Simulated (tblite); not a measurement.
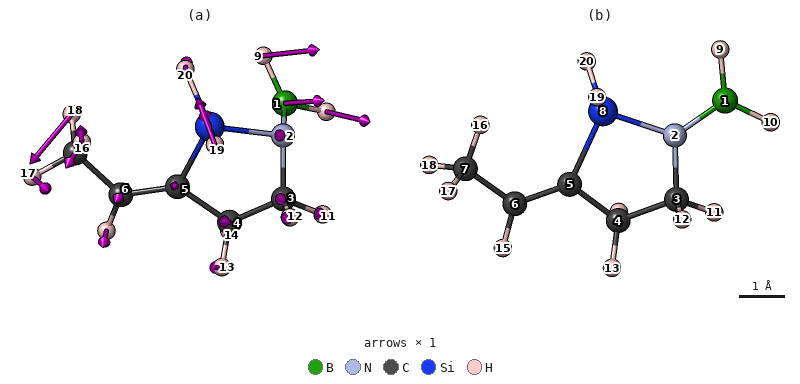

The structure of C$_{5}$H$_{12}$BNSi before (left) and after (right) a relaxation, at one scale. The purple arrows give the displacements, at their true length.

A ball-and-stick model, seen face on.

Level of theory: tblite, GFN2-xTB geometry optimisation, gas phase. 

**What changed between the two?**

The energy falls by 146.6 kJ/mol in 142 geometry steps. The largest moves after the best rigid fit, 1.67 Å, are those of H9 and H10. Largest moves by element: H 1.67 Å, B 1.25 Å, Si 0.81 Å, C 0.55 Å, N 0.40 Å. Among the contacts that change: B1–N2 1.515 → 1.389 Å, C3–C4 1.454 → 1.529 Å, N2–Si8 1.821 → 1.752 Å, C3–H11 1.135 → 1.092 Å. Bond angles that change, for instance: B1–N2–Si8 108.6° → 127.1°, C3–N2–Si8 98.9° → 110.6°, B1–N2–C3 113.0° → 122.3°. Groups turn about C6–C7 by about 40°, C4–C5 by about 35°, C5–Si8 by about 30°.
